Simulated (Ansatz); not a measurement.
# Energy over volume and axial ratio for MoSe2 (2H-MoS2 type, space group P6_3/mmc)

MoSe2 (2H-MoS2 type, space group P6_3/mmc)

```
CELL_PARAMETERS angstrom
      3.27700     0.00000     0.00000
     -1.63850     2.83796     0.00000
      0.00000     0.00000    12.73101
ATOMIC_POSITIONS crystal
  Mo 0.33333 0.66667 0.25000
  Mo 0.66667 0.33333 0.75000
  Se 0.33333 0.66667 0.61852
  Se 0.66667 0.33333 0.11852
  Se 0.66667 0.33333 0.38148
  Se 0.33333 0.66667 0.88148
```

Grid over V/V₀ and (c/a)/(c/a)₀, subscript 0 meaning the relaxed cell; the conventional c axis lies along z; no internal relaxation.

These are PBE-D3(BJ) (plane waves to 420 eV, PAW, scalar-relativistic; Ansatz, an electronic-structure program) values and carry that method's errors. k mesh 12×12×3 (Γ-centred), Fermi-Dirac smearing 0.05 eV. Energies are smeared free energies. Stress and pressure are positive under compression. As the atoms are clamped, bonds stretch with the cell, which overstates energies and stresses. As the smearing reaches across the gap at some points, the response to shear is sensitive to the k mesh, so small differences along c/a are uncertain. MoSe2 is run without spin polarisation. MoSe2 was relaxed with its symmetry unable to fall. The PAW data are Ansatz's earlier set. The zero of ΔE is the relaxed starting cell.

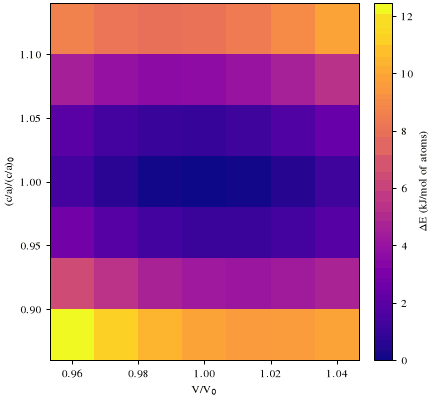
*ΔE (kJ/mol of atoms) over the 7×7 grid of computed points.*

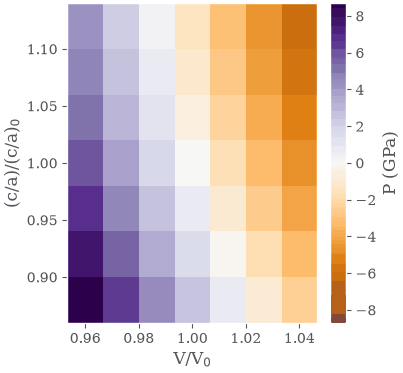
*P (GPa) over the 7×7 grid of computed points.*

The modulus against c/a change at fixed volume, (3/4V)·∂²E/∂(ln c/a)² (fit, atoms clamped) is 78 GPa, an upper bound as the atoms could relax. Highest place on the grid: V/V₀ = 0.960, (c/a)/(c/a)₀ = 0.880 (129 meV/atom). Lowest place on the grid: V/V₀ = 1.000, (c/a)/(c/a)₀ = 1.000 (0 meV/atom).

Near the relaxed cell σzz − σxx = −2Cδ (compression positive), C being this modulus and δ the logarithm of the ratio.

(Under strain, the slope of the energy per volume gives the stress and its curvature an elastic modulus.)
